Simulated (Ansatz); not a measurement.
# BSiH₃ (triplet): wB97M-V, B2PLYP, RPA-PBE over vertical spin and charge gaps and displaced geometries, cc-pVDZ, part 2 of 2

Ansatz 0.2.0, Gaussian basis; cc-pVDZ, all electrons in the functionals, frozen cores in the correlation of double hybrids and RPA.

## (13) B2PLYP, charge 1, quartet

The input, in.yaml:

```yaml
crystal:
  periodic: [false, false, false]
  atoms:
    - {symbol: Si, position_ang: [0.000000, 0.028764, 0.511008]}
    - {symbol: B, position_ang: [0.000000, -0.129527, -1.361590]}
    - {symbol: H, position_ang: [0.000000, 1.263163, 1.346633]}
    - {symbol: H, position_ang: [0.000000, -1.163262, 1.392206]}
    - {symbol: H, position_ang: [0.000000, 0.487893, -2.373513]}
basis:
  gaussian: {orbitals: cc-pVDZ}
total_charge: 1
magnetization: {spin_polarized: true, initial_magnetization: 3}
hamiltonian: {xc: {name: B2PLYP}}
correlation: {electrons: outside_noble_gas}
```

Command:

```console
> ansatz run in.yaml --threads 1 --pin off --events-out ev --progress --plain --max-ram 2393MiB
```

The log of the run, shortened:

```text
Functional definition: B2PLYP
  name "B2PLYP"
  cite "Grimme, J. Chem. Phys. 124, 034108 (2006) doi:10.1063/1.2148954"
  cite "Becke, Phys. Rev. A 38, 3098 (1988) doi:10.1103/PhysRevA.38.3098"
  cite "Lee, Yang & Parr, Phys. Rev. B 37, 785 (1988) doi:10.1103/PhysRevB.37.785"
[...]
446 factors; integrals over basis functions are off by at most 1.2e-3 eV
[...]
mean field -8581.19528136 eV, -315.3531100469 hartree, gradient 3.2e-6 eV, S^2 3.756051; 2 other end points of the search recorded, 0 dependent functions left out
6 core orbitals not correlated: weight in the atoms' cores, before any rotation towards them, 1.000 or more for the frozen orbitals, at most 0.000 for the correlated occupied ones
reference -8581.19540653 eV, -315.3531146469 hartree; 6, 3 occupied and 35, 38 virtual orbitals, 446 factors
second order -4.65310099 eV of doubles, -0.00000000 eV of singles
Total energy: -8582.45174380 eV, -315.3992841899 hartree
```

Run time: 2.3 s. Hardware: 1 thread of Arm Neoverse V1, shared host.

From the report: ⟨S²⟩ of the determinant 3.756 (pure quartet: 3.75).

From charge 0, triplet: +271.5 kcal/mol.

## (14) B2PLYP, displaced geometry v1

The input, in.yaml:

```yaml
crystal:
  periodic: [false, false, false]
  atoms:
    - {symbol: Si, position_ang: [0.002777, 0.032445, 0.517568]}
    - {symbol: B, position_ang: [0.001943, -0.141989, -1.366183]}
    - {symbol: H, position_ang: [0.049907, 1.310011, 1.299426]}
    - {symbol: H, position_ang: [-0.052869, -1.179228, 1.374802]}
    - {symbol: H, position_ang: [-0.095254, 0.488107, -2.442407]}
basis:
  gaussian: {orbitals: cc-pVDZ}
magnetization: {spin_polarized: true, initial_magnetization: 2}
hamiltonian: {xc: {name: B2PLYP}}
correlation: {electrons: outside_noble_gas}
```

The command is unchanged.

The log of the run, shortened:

```text
Functional definition: B2PLYP
  name "B2PLYP"
  cite "Grimme, J. Chem. Phys. 124, 034108 (2006) doi:10.1063/1.2148954"
  cite "Becke, Phys. Rev. A 38, 3098 (1988) doi:10.1103/PhysRevA.38.3098"
  cite "Lee, Yang & Parr, Phys. Rev. B 37, 785 (1988) doi:10.1103/PhysRevB.37.785"
[...]
446 factors; integrals over basis functions are off by at most 1.2e-3 eV
[...]
mean field -8592.77970935 eV, -315.7788299234 hartree, gradient 7.8e-6 eV, S^2 2.006910; 0 other end points of the search recorded, 0 dependent functions left out
6 core orbitals not correlated: weight in the atoms' cores, before any rotation towards them, 1.000 or more for the frozen orbitals, at most 0.000 for the correlated occupied ones
reference -8592.77984719 eV, -315.7788349889 hartree; 6, 4 occupied and 35, 37 virtual orbitals, 446 factors
second order -5.17258013 eV of doubles, -0.00000000 eV of singles
Total energy: -8594.17644382 eV, -315.8301589685 hartree
```

It took 1.8 s on 1 thread of Arm Neoverse V1, shared host.

From the report: ⟨S²⟩ of the determinant 2.007 (pure triplet: 2.00).

From charge 0, triplet: +1.1 kcal/mol.

## (15) B2PLYP, displaced geometry v2

The input, in.yaml:

```yaml
crystal:
  periodic: [false, false, false]
  atoms:
    - {symbol: Si, position_ang: [0.047367, 0.031457, 0.509370]}
    - {symbol: B, position_ang: [-0.117507, -0.118460, -1.351634]}
    - {symbol: H, position_ang: [-0.040886, 1.241806, 1.348408]}
    - {symbol: H, position_ang: [0.042222, -1.239888, 1.412195]}
    - {symbol: H, position_ang: [-0.060836, 0.392133, -2.456407]}
basis:
  gaussian: {orbitals: cc-pVDZ}
magnetization: {spin_polarized: true, initial_magnetization: 2}
hamiltonian: {xc: {name: B2PLYP}}
correlation: {electrons: outside_noble_gas}
```

The command is unchanged.

The log of the run, shortened:

```text
Functional definition: B2PLYP
  name "B2PLYP"
  cite "Grimme, J. Chem. Phys. 124, 034108 (2006) doi:10.1063/1.2148954"
  cite "Becke, Phys. Rev. A 38, 3098 (1988) doi:10.1103/PhysRevA.38.3098"
  cite "Lee, Yang & Parr, Phys. Rev. B 37, 785 (1988) doi:10.1103/PhysRevB.37.785"
[...]
446 factors; integrals over basis functions are off by at most 1.3e-3 eV
[...]
mean field -8592.74086052 eV, -315.7774022552 hartree, gradient 3.1e-6 eV, S^2 2.007242; 0 other end points of the search recorded, 0 dependent functions left out
6 core orbitals not correlated: weight in the atoms' cores, before any rotation towards them, 1.000 or more for the frozen orbitals, at most 0.000 for the correlated occupied ones
reference -8592.74099720 eV, -315.7774072781 hartree; 6, 4 occupied and 35, 37 virtual orbitals, 446 factors
second order -5.17784821 eV of doubles, -0.00000000 eV of singles
Total energy: -8594.13901622 eV, -315.8287835294 hartree
```

Run time: 1.8 s. Hardware: 1 thread of Arm Neoverse V1, shared host.

From the report: ⟨S²⟩ of the determinant 2.007 (pure triplet: 2.00).

From charge 0, triplet: +2.0 kcal/mol.

## (16) RPA-PBE, charge 0, triplet

The input, in.yaml:

```yaml
crystal:
  periodic: [false, false, false]
  atoms:
    - {symbol: Si, position_ang: [0.000000, 0.028764, 0.511008]}
    - {symbol: B, position_ang: [0.000000, -0.129527, -1.361590]}
    - {symbol: H, position_ang: [0.000000, 1.263163, 1.346633]}
    - {symbol: H, position_ang: [0.000000, -1.163262, 1.392206]}
    - {symbol: H, position_ang: [0.000000, 0.487893, -2.373513]}
basis:
  gaussian: {orbitals: cc-pVDZ}
magnetization: {spin_polarized: true, initial_magnetization: 2}
hamiltonian: {xc: {name: PBE}}
correlation: {method: rpa, electrons: outside_noble_gas}
```

Launched as before.

The log of the run, shortened:

```text
Functional definition: PBE
  name "PBE"
  cite "Perdew, Burke & Ernzerhof, Phys. Rev. Lett. 77, 3865 (1996) doi:10.1103/PhysRevLett.77.3865"
  parent pbe
[...]
446 factors; integrals over basis functions are off by at most 1.2e-3 eV
[...]
mean field -8593.30905843 eV, -315.7982831432 hartree, gradient 5.7e-6 eV, S^2 2.004878; 0 other end points of the search recorded, 0 dependent functions left out
6 core orbitals not correlated: weight in the atoms' cores, before any rotation towards them, 1.000 or more for the frozen orbitals, at most 0.000 for the correlated occupied ones
reference -8577.79764174 eV, -315.2282490938 hartree; 6, 4 occupied and 35, 37 virtual orbitals, 446 factors
Total energy: -8586.62209727 eV, -315.5525418533 hartree
```

It took 1.4 s on 1 thread of Arm Neoverse V1, shared host.

From the report: ⟨S²⟩ of the determinant 2.005 (pure triplet: 2.00).

## (17) RPA-PBE, charge 0, singlet

Changes to in.yaml since step 16:

```diff
@@ -10,3 +10,3 @@
   gaussian: {orbitals: cc-pVDZ}
-magnetization: {spin_polarized: true, initial_magnetization: 2}
+magnetization: {spin_polarized: true, initial_magnetization: 0}
 hamiltonian: {xc: {name: PBE}}
```

Same command.

The log of the run, shortened:

```text
Functional definition: PBE
  name "PBE"
  cite "Perdew, Burke & Ernzerhof, Phys. Rev. Lett. 77, 3865 (1996) doi:10.1103/PhysRevLett.77.3865"
  parent pbe
[...]
446 factors; integrals over basis functions are off by at most 1.2e-3 eV
[...]
mean field -8593.41920038 eV, -315.8023307852 hartree, gradient 9.6e-6 eV, S^2 0.471728; 14 other end points of the search recorded, 0 dependent functions left out
6 core orbitals not correlated: weight in the atoms' cores, before any rotation towards them, 1.000 or more for the frozen orbitals, at most 0.000 for the correlated occupied ones
reference -8577.22866378 eV, -315.2073395394 hartree; 5, 5 occupied and 36, 36 virtual orbitals, 446 factors
Total energy: -8586.78895612 eV, -315.5586738027 hartree
```

Wall time 7.5 s (1 thread of Arm Neoverse V1, shared host).

From the report: ⟨S²⟩ of the determinant 0.472 (pure singlet: 0.00).

From charge 0, triplet: -3.8 kcal/mol.

## (18) RPA-PBE, charge 0, quintet

Changes to in.yaml since step 17:

```diff
@@ -10,3 +10,3 @@
   gaussian: {orbitals: cc-pVDZ}
-magnetization: {spin_polarized: true, initial_magnetization: 0}
+magnetization: {spin_polarized: true, initial_magnetization: 4}
 hamiltonian: {xc: {name: PBE}}
```

Same command.

The log of the run, shortened:

```text
Functional definition: PBE
  name "PBE"
  cite "Perdew, Burke & Ernzerhof, Phys. Rev. Lett. 77, 3865 (1996) doi:10.1103/PhysRevLett.77.3865"
  parent pbe
[...]
446 factors; integrals over basis functions are off by at most 1.2e-3 eV
[...]
mean field -8587.76956726 eV, -315.5947105974 hartree, gradient 3.4e-6 eV, S^2 6.004961; 5 other end points of the search recorded, 0 dependent functions left out
6 core orbitals not correlated: weight in the atoms' cores, before any rotation towards them, 1.000 or more for the frozen orbitals, at most 0.000 for the correlated occupied ones
reference -8571.99085276 eV, -315.0148535348 hartree; 7, 3 occupied and 34, 38 virtual orbitals, 446 factors
Total energy: -8580.80631304 eV, -315.3388157247 hartree
```

It took 4.7 s on 1 thread of Arm Neoverse V1, shared host.

From the report: ⟨S²⟩ of the determinant 6.005 (pure quintet: 6.00).

From charge 0, triplet: +134.1 kcal/mol.

## (19) RPA-PBE, charge 1, doublet

Changes to in.yaml since step 18:

```diff
@@ -10,3 +10,4 @@
   gaussian: {orbitals: cc-pVDZ}
-magnetization: {spin_polarized: true, initial_magnetization: 4}
+total_charge: 1
+magnetization: {spin_polarized: true, initial_magnetization: 1}
 hamiltonian: {xc: {name: PBE}}
```

Launched as before.

The log of the run, shortened:

```text
Functional definition: PBE
  name "PBE"
  cite "Perdew, Burke & Ernzerhof, Phys. Rev. Lett. 77, 3865 (1996) doi:10.1103/PhysRevLett.77.3865"
  parent pbe
[...]
446 factors; integrals over basis functions are off by at most 1.2e-3 eV
[...]
mean field -8585.37857228 eV, -315.5068431528 hartree, gradient 5.6e-6 eV, S^2 0.754101; 6 other end points of the search recorded, 0 dependent functions left out
6 core orbitals not correlated: weight in the atoms' cores, before any rotation towards them, 1.000 or more for the frozen orbitals, at most 0.000 for the correlated occupied ones
reference -8570.38033440 eV, -314.9556680769 hartree; 5, 4 occupied and 36, 37 virtual orbitals, 446 factors
Total energy: -8578.76594841 eV, -315.2638337077 hartree
```

Run time: 3.6 s. Hardware: 1 thread of Arm Neoverse V1, shared host.

From the report: ⟨S²⟩ of the determinant 0.754 (pure doublet: 0.75).

From charge 0, triplet: +181.2 kcal/mol.

## (20) RPA-PBE, charge 1, quartet

Changes to in.yaml since step 19:

```diff
@@ -11,3 +11,3 @@
 total_charge: 1
-magnetization: {spin_polarized: true, initial_magnetization: 1}
+magnetization: {spin_polarized: true, initial_magnetization: 3}
 hamiltonian: {xc: {name: PBE}}
```

The command is unchanged.

The log of the run, shortened:

```text
Functional definition: PBE
  name "PBE"
  cite "Perdew, Burke & Ernzerhof, Phys. Rev. Lett. 77, 3865 (1996) doi:10.1103/PhysRevLett.77.3865"
  parent pbe
[...]
446 factors; integrals over basis functions are off by at most 1.2e-3 eV
[...]
mean field -8581.80374312 eV, -315.3754706041 hartree, gradient 5.8e-6 eV, S^2 3.752795; 4 other end points of the search recorded, 0 dependent functions left out
6 core orbitals not correlated: weight in the atoms' cores, before any rotation towards them, 1.000 or more for the frozen orbitals, at most 0.000 for the correlated occupied ones
reference -8566.39692601 eV, -314.8092805186 hartree; 6, 3 occupied and 35, 38 virtual orbitals, 446 factors
Total energy: -8574.97506512 eV, -315.1245213164 hartree
```

Wall time 3.3 s (1 thread of Arm Neoverse V1, shared host).

From the report: ⟨S²⟩ of the determinant 3.753 (pure quartet: 3.75).

From charge 0, triplet: +268.6 kcal/mol.

## (21) RPA-PBE, displaced geometry v1

The input, in.yaml:

```yaml
crystal:
  periodic: [false, false, false]
  atoms:
    - {symbol: Si, position_ang: [0.002777, 0.032445, 0.517568]}
    - {symbol: B, position_ang: [0.001943, -0.141989, -1.366183]}
    - {symbol: H, position_ang: [0.049907, 1.310011, 1.299426]}
    - {symbol: H, position_ang: [-0.052869, -1.179228, 1.374802]}
    - {symbol: H, position_ang: [-0.095254, 0.488107, -2.442407]}
basis:
  gaussian: {orbitals: cc-pVDZ}
magnetization: {spin_polarized: true, initial_magnetization: 2}
hamiltonian: {xc: {name: PBE}}
correlation: {method: rpa, electrons: outside_noble_gas}
```

Same command.

The log of the run, shortened:

```text
Functional definition: PBE
  name "PBE"
  cite "Perdew, Burke & Ernzerhof, Phys. Rev. Lett. 77, 3865 (1996) doi:10.1103/PhysRevLett.77.3865"
  parent pbe
[...]
446 factors; integrals over basis functions are off by at most 1.2e-3 eV
[...]
mean field -8593.28434967 eV, -315.7973751131 hartree, gradient 3.6e-6 eV, S^2 2.005231; 0 other end points of the search recorded, 0 dependent functions left out
6 core orbitals not correlated: weight in the atoms' cores, before any rotation towards them, 1.000 or more for the frozen orbitals, at most 0.000 for the correlated occupied ones
reference -8577.73554645 eV, -315.2259671340 hartree; 6, 4 occupied and 35, 37 virtual orbitals, 446 factors
Total energy: -8586.60089154 eV, -315.5517625570 hartree
```

Wall time 1.4 s (1 thread of Arm Neoverse V1, shared host).

From the report: ⟨S²⟩ of the determinant 2.005 (pure triplet: 2.00).

From charge 0, triplet: +0.5 kcal/mol.

## (22) RPA-PBE, displaced geometry v2

The input, in.yaml:

```yaml
crystal:
  periodic: [false, false, false]
  atoms:
    - {symbol: Si, position_ang: [0.047367, 0.031457, 0.509370]}
    - {symbol: B, position_ang: [-0.117507, -0.118460, -1.351634]}
    - {symbol: H, position_ang: [-0.040886, 1.241806, 1.348408]}
    - {symbol: H, position_ang: [0.042222, -1.239888, 1.412195]}
    - {symbol: H, position_ang: [-0.060836, 0.392133, -2.456407]}
basis:
  gaussian: {orbitals: cc-pVDZ}
magnetization: {spin_polarized: true, initial_magnetization: 2}
hamiltonian: {xc: {name: PBE}}
correlation: {method: rpa, electrons: outside_noble_gas}
```

Same command.

The log of the run, shortened:

```text
Functional definition: PBE
  name "PBE"
  cite "Perdew, Burke & Ernzerhof, Phys. Rev. Lett. 77, 3865 (1996) doi:10.1103/PhysRevLett.77.3865"
  parent pbe
[...]
446 factors; integrals over basis functions are off by at most 1.3e-3 eV
[...]
mean field -8593.25864232 eV, -315.7964303854 hartree, gradient 4.6e-6 eV, S^2 2.005470; 1 other end points of the search recorded, 0 dependent functions left out
6 core orbitals not correlated: weight in the atoms' cores, before any rotation towards them, 1.000 or more for the frozen orbitals, at most 0.000 for the correlated occupied ones
reference -8577.68155235 eV, -315.2239828875 hartree; 6, 4 occupied and 35, 37 virtual orbitals, 446 factors
Total energy: -8586.55059586 eV, -315.5499142247 hartree
```

Wall time 1.5 s (1 thread of Arm Neoverse V1, shared host).

From the report: ⟨S²⟩ of the determinant 2.005 (pure triplet: 2.00).

From charge 0, triplet: +1.6 kcal/mol.

## (23) The comparison

The yardstick is UCCSDT(Q), where the cluster series has nearly closed. It comes from earlier runs at the same points. Energies in kcal/mol, counted from charge 0, triplet; blanks weren't run or aren't comparable.

| level | triplet to singlet | triplet to quintet | ionisation to the doublet cation | ionisation to the quartet cation | displacement v1 | displacement v2 |
| --- | --- | --- | --- | --- | --- | --- |
| UCCSDT(Q) |  | 134.3 | 178.5 | 268.0 | 0.7 | 1.8 |
| wB97M-V | -2.9 | 139.2 | 178.6 | 273.1 | 1.2 | 1.8 |
| B2PLYP | -1.5 | 138.6 | 178.8 | 271.5 | 1.1 | 2.0 |
| RPA-PBE | -3.8 | 134.1 | 181.2 | 268.6 | 0.5 | 1.6 |

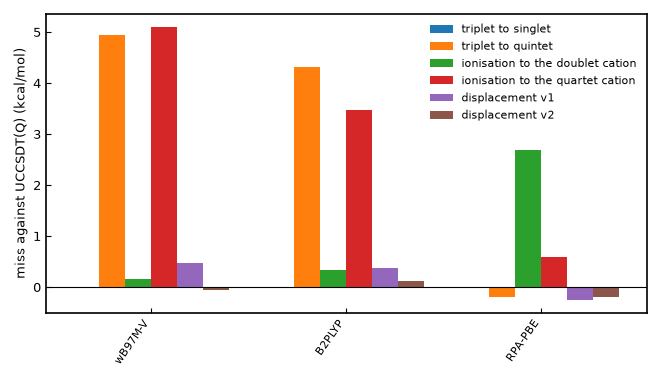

Misses of the gaps against UCCSDT(Q).

Largest miss and mean time a point (UCCSDT(Q) took 30 s a point; shared hosts):

```
  level  largest miss (kcal/mol)                             where  time a point
wB97M-V                     +5.1  ionisation to the quartet cation         8.1 s
 B2PLYP                     +4.3                triplet to quintet         3.5 s
RPA-PBE                     +2.7  ionisation to the doublet cation         3.3 s
```

## (24) Outcome

The summary covers parts 1 to 2.

```
                                   quantity                                             value
              triplet to quintet, UCCSDT(Q)                                    134.3 kcal/mol
ionisation to the doublet cation, UCCSDT(Q)                                    178.5 kcal/mol
ionisation to the quartet cation, UCCSDT(Q)                                    268.0 kcal/mol
                 displacement v1, UCCSDT(Q)                                      0.7 kcal/mol
                 displacement v2, UCCSDT(Q)                                      1.8 kcal/mol
                      largest miss, wB97M-V  +5.1 kcal/mol (ionisation to the quartet cation)
                       largest miss, B2PLYP                +4.3 kcal/mol (triplet to quintet)
                      largest miss, RPA-PBE  +2.7 kcal/mol (ionisation to the doublet cation)
```

**Reading.** Misses are known at 5 of 6 points at best, and only functionals with that many are ranked. Of the functionals, RPA-PBE keep the smallest largest miss at the points compared (at most 2.7 kcal/mol) and wB97M-V strays most (5.1 kcal/mol, at ionisation to the quartet cation). B2PLYP, RPA-PBE clearly break the spin symmetry at some points (⟨S²⟩ up to 0.56 above the pure value), so energy there is bought with a mixed spin. Functionals and the yardstick converge differently with the basis, so part of each miss in cc-pVDZ is the basis.
